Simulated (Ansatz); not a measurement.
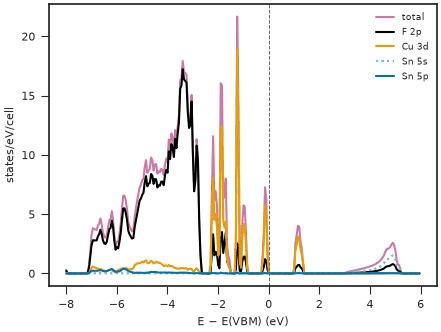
Fig. 1. Total and projected density of states of CuSnF$_{6}$ in space group P-1 (No. 2; Pearson symbol aP8), r²SCAN in the plane-wave PAW code Ansatz

Question: Which orbitals carry the states next to the gap?

Answer: Top 1 eV of the valence band: Cu 3d 76 %, F 2p 21 %. Bottom 1 eV of the conduction band: Cu 3d 77 %, F 2p 18 %. Projections are on Löwdin-orthogonalised atomic valence shells; empty p or d shells of many metals are not among them.

Question: Where is the tallest occupied peak in this window, and what makes it?

Answer: Near -1.2 eV, about 22 states/eV per cell; the largest projected share is Cu 3d.

The first step of the workflow began from a Materials Project structure, measured or hypothetical; the Crystallography Open Database files this formula in space group No. 2, but the cells were not matched. Whether it is the stable phase at ambient conditions was not checked. The r²SCAN relaxation kept the symmetry of its start; whether a distortion lowers the energy is not shown. The final state is ferromagnetic, the only order run, not a proven ground state. The cell computed holds one magnetic atom, so no antiferromagnetic order was within reach. Other orbital occupations within this spin state were not tried. No Hubbard U is applied. Spin–orbit coupling is left out wherever it is not named.

Potentials: the later of the program's two PAW sets.
